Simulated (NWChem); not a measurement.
# PBE0/6-311G(d,p) run of SiH4S (sulfanylsilane)

Aim: the electronic atomisation energy of SiH4S (sulfanylsilane) at PBE0/6-311G**, from 4 runs. 

The results are computed with NWChem 7.3.0.

## (1) The system as given

SiH4S has 6 atoms, charge 0, and is taken as a singlet. SMILES: `[SiH3]S`. The shape is that of a PBE0-D4/def2-TZVP optimisation.

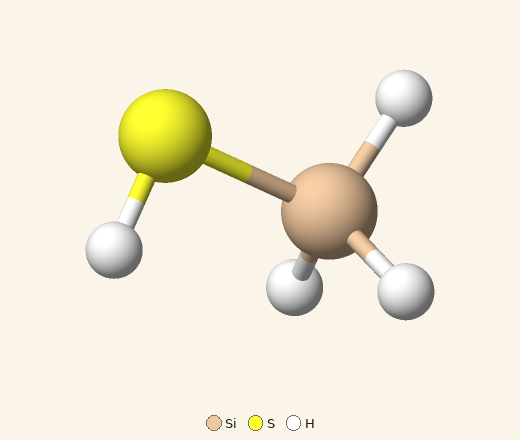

Viewed from a chosen angle; silicon light orange, sulfur yellow, hydrogen white.

## (2) A single-point energy at PBE0/6-311G(d,p) (run 1)

h4ssi.nw reads:

```
start h4ssi
title "H4SSi"
memory 2200 mb
charge 0

geometry noautosym nocenter noautoz
  Si      -0.169800      -0.263400      -0.436000
  S        0.907300      -0.012600       1.392800
  H       -1.629800      -0.074300      -0.241600
  H        0.108600      -1.658300      -0.852500
  H        0.299800       0.681200      -1.481100
  H        0.526100       1.263300       1.572300
end

basis spherical bse
  * library 6-311G**
end

dft
  xc pbe0
  grid fine
  convergence energy 1e-08
  maxiter 100
  mulliken
  print low
end

task dft energy
```

Launch:

```console
$ nwchem h4ssi.nw > h4ssi.out
```

What it wrote:

```text
[...]
 d= 0,ls=0.0,diis     1   -689.8189896391 -7.79D+02  6.77D-03  7.13D-01     1.1
[...]
 d= 0,ls=0.0,diis     8   -689.8504627212 -9.08D-10  1.40D-06  1.96D-08     6.7
         Total DFT energy =     -689.850462721173
      One electron energy =    -1131.304069903090
           Coulomb energy =      400.046702662504
    Exchange-Corr. energy =      -47.831736604113
 Nuclear repulsion energy =       89.238641123526
[...]
      Total Density - Mulliken Population Analysis
     ---------------------------------------------
    Atom       Charge   Shell Charges
 -----------   ------   -------------------------------------------------------
    1 Si  14    13.55   0.79  1.18  0.95  1.04  0.83  0.48  1.97  3.90  0.64  1.48  0.13  0.15
    2 S   16    16.27   0.77  1.19  0.93  1.06  1.09  0.85  1.86  4.03  1.02  2.72  0.71  0.04
    3 H    1     1.09   0.24  0.58  0.25  0.01
    4 H    1     1.09   0.24  0.58  0.25  0.01
    5 H    1     1.09   0.24  0.58  0.26  0.01
    6 H    1     0.90   0.24  0.54  0.09  0.04
[...]
```

It took 7.5 s on 1 thread of AMD EPYC 7B13 (Zen 3), shared host; peak memory 0.11 GiB.

## (3) The H atom, same level (run 2)

h.nw reads:

```
start h
memory 2200 mb
charge 0
geometry units angstrom noautosym nocenter noautoz
 H     0.000000    0.000000    0.000000
end
basis spherical bse
 H library 6-311G**
end
dft
 xc pbe0
 mult 2
 grid fine
 convergence energy 1e-08
 iterations 100
 mulliken
 noprint "final vectors analysis"
end
task dft
```

Run the same way, it converges to -0.50104 Eh (log not shown).

Run 3 isn't shown in full; the table further down has it.

## (4) The Si atom at the same level (run 4)

si.nw reads:

```
start si
memory stack 880 mb heap 220 mb global 1100 mb
charge 0

geometry units atomic noautosym nocenter noautoz
  Si     0.00000000     0.00000000     0.00000000
end

basis spherical bse
  * library 6-311G**
end

dft
  xc pbe0
  mult 3
  grid fine
  convergence energy 1e-08
  maxiter 100
  mulliken
  noprint "final vectors analysis"
end

task dft energy
```

Run the same way, it converges to -289.25041 Eh (log not shown).

## (5) Overview of the runs

```
run           level  partner  energy (Eh)  wall time
  1   PBE0/6-311G**     base  -689.850463      7.5 s
  2  UPBE0/6-311G**    atoms    -0.501038     0.73 s
  3  UPBE0/6-311G**    atoms  -397.972224      1.4 s
  4  UPBE0/6-311G**    atoms  -289.250411      1.3 s
```

## (6) Results

Level: PBE0/6-311G**.

| quantity | value |
| --- | --- |
| Si atom: total energy | -289.25041 Eh |
| Si atom: ⟨S²⟩ | 2.002 |
| electronic atomisation energy | 16.971 eV |

**Reading.** Taking the molecule apart into free atoms costs 16.97 eV (391 kcal/mol), before zero-point energy and without spin-orbit coupling. All runs together took 11 s, the longest 7.5 s.
